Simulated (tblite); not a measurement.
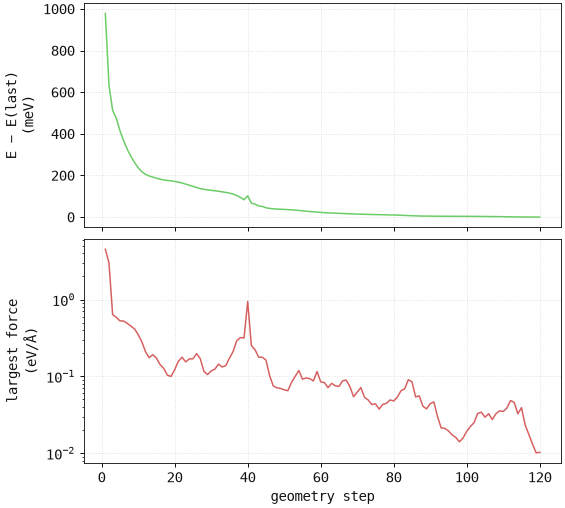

History of a geometry optimisation.

- system: C6H9FO3S (SMILES CO[C@@H]1C=C(F)[C@H](C)S1(=O)=O)
- method: tblite, GFN2-xTB geometry optimisation, gas phase

**How did the optimisation end?**

The optimisation met its thresholds at geometry 120, counting the start as the first. The energy fell by about 980 meV from the first step to the last, with a rise at step 40. The largest force goes from about 4.5 eV/Å at the start to 0.01 eV/Å at the end.
